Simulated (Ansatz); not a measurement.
BH12NSi4 (SMILES BN([SiH2][SiH3])[SiH2][SiH3])

Input

```
crystal:
  periodic: [false, false, false]
  atoms:
    - {symbol: B, position_ang: [0.288195, -0.075686, -1.661805]}
    - {symbol: N, position_ang: [-0.405110, -0.154983, -0.441830]}
    - {symbol: Si, position_ang: [-0.818347, -1.749840, 0.189407]}
    - {symbol: Si, position_ang: [1.066815, -2.763343, 1.136720]}
    - {symbol: Si, position_ang: [-0.835393, 1.271192, 0.493706]}
    - {symbol: Si, position_ang: [0.100566, 3.218508, -0.401778]}
    - {symbol: H, position_ang: [0.567516, -1.083750, -2.252665]}
    - {symbol: H, position_ang: [0.603401, 0.990807, -2.114203]}
    - {symbol: H, position_ang: [-1.863655, -1.550577, 1.232392]}
    - {symbol: H, position_ang: [-1.389882, -2.583350, -0.899748]}
    - {symbol: H, position_ang: [1.604841, -1.900184, 2.222931]}
    - {symbol: H, position_ang: [2.121392, -2.941959, 0.102817]}
    - {symbol: H, position_ang: [0.715607, -4.092789, 1.706050]}
    - {symbol: H, position_ang: [-0.358170, 1.070933, 1.891968]}
    - {symbol: H, position_ang: [-2.319303, 1.384804, 0.561193]}
    - {symbol: H, position_ang: [1.580355, 3.109303, -0.488025]}
    - {symbol: H, position_ang: [-0.453331, 3.525637, -1.745847]}
    - {symbol: H, position_ang: [-0.243096, 4.336775, 0.520518]}
basis:
  gaussian: {orbitals: def2-TZVPP}
hamiltonian: {xc: pbe0, dispersion: d4}
output: {orbitals: {seedname: orbitals}}
```

Command:

```sh
ansatz run in.yaml --threads 4 --pin off --events-out ev --progress --plain --max-ram 11315MiB
```

Geometry: PBE0-D4/def2-TZVP.

Level of theory: RKS PBE0-D4/def2-TZVPP (Ansatz 0.2.0).

### What can the converged electron density and electron localisation function tell about the bonding?

B–N (1.41 Å): ρ is about 1.9 e/Å³ halfway; the ELF peaks at about 0.90 between the atoms (a short, strongly polar bond).
Si–N (1.76 Å): the density is about 1 e/Å³ at the midpoint; the ELF peaks at about 0.90 between the atoms; a shared but strongly polarised pair.
Si–Si (2.34 Å): the density is about 0.65 e/Å³ at the midpoint; the ELF peaks at about 1 between the atoms, as expected for a covalent bond.
B–H (1.20 Å): ρ is about 1.3 e/Å³ halfway; the ELF climbs to about 1 towards the hydrogen, as it does in any bond to H (a covalent bond by its length).

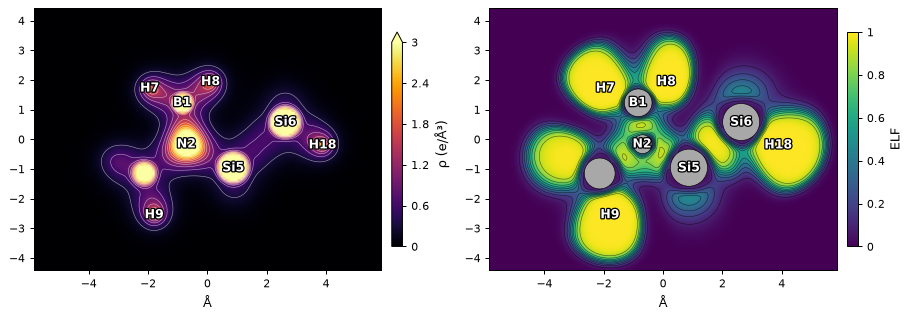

Computed electron density and electron localisation function on the plane of atoms Si5, Si6 and H18, in this order. Grey discs cover the atomic cores in the ELF map. 
